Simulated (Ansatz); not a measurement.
Input

```
basis:
  gaussian:
    orbitals: def2-TZVPD
crystal:
  periodic: [false, false, false]
  atoms:
    - {symbol: C, position_ang: [-0.970147, 0.685304, 1.202962]}
    - {symbol: C, position_ang: [-2.354421, 0.638602, 1.565266]}
    - {symbol: F, position_ang: [-2.912959, -0.488528, 1.903433]}
    - {symbol: H, position_ang: [-0.179861, 0.819749, 1.962495]}
    - {symbol: H, position_ang: [-0.640899, 0.507432, 0.164046]}
    - {symbol: H, position_ang: [-2.754197, 1.469035, 2.293707]}
    - {symbol: H, position_ang: [-3.113581, 1.225243, 0.887697]}
total_charge: 1
magnetization:
  spin_polarized: true
  initial_magnetization: 2
output: {forces: true, orbitals: {seedname: orbitals}}
hamiltonian:
  xc: pbe0
```

Run with:

```sh
ansatz run input.yaml --threads 1 --pin off --max-ram 2610MiB --events-out events.jsonl --progress --plain --runs-dir runs
```

Geometry: PBE0-D3(BJ)/def2-SVP.

These are results of Ansatz, isolated molecule in a Gaussian basis; Kohn-Sham density functional theory, functional PBE0, not measurements.

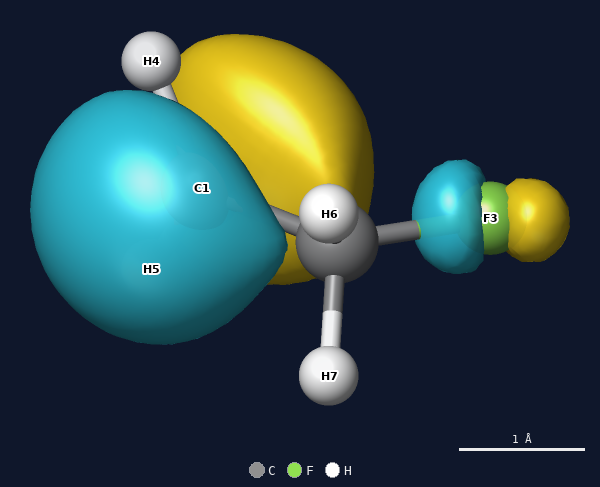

C$_{2}$H$_{4}$F (SMILES [CH2+]CF) (charge +1, triplet). The HOMO (α) at ±0.15 Å⁻³ᐟ² (yellow and cyan are the two phases), seen at an oblique angle.

### What is the character of this orbital?

It lies mainly on C1 (about 70 %) and C2 (about 10 %). Its energy is −14.25 eV.
